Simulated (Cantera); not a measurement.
Input: 1 mol CuO, 0.74 mol C, 0.12 mol CO, at 0.353 Torr.

These are equilibrium values from Cantera (NASA tables, ideal gas, pure condensed phases), not measurements of a reactor. Candidate condensed phases: C, Cu, CuO, Cu2O; 15 gas species. The numbers say what is thermodynamically allowed, not how fast it happens.

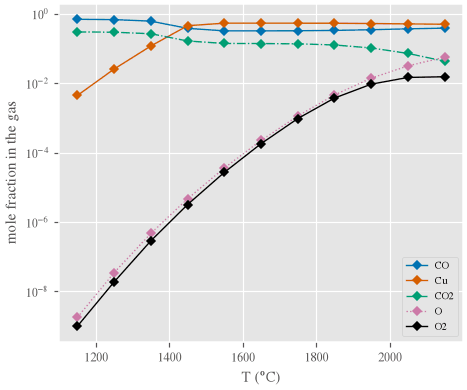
Equilibrium gas composition (values under 1e-9 drawn at 1e-9)

From 1150 °C to 1450 °C the condensed part is Cu(l). From 1550 °C to 2150 °C nothing is condensed. The main Cu-bearing gas is Cu throughout.
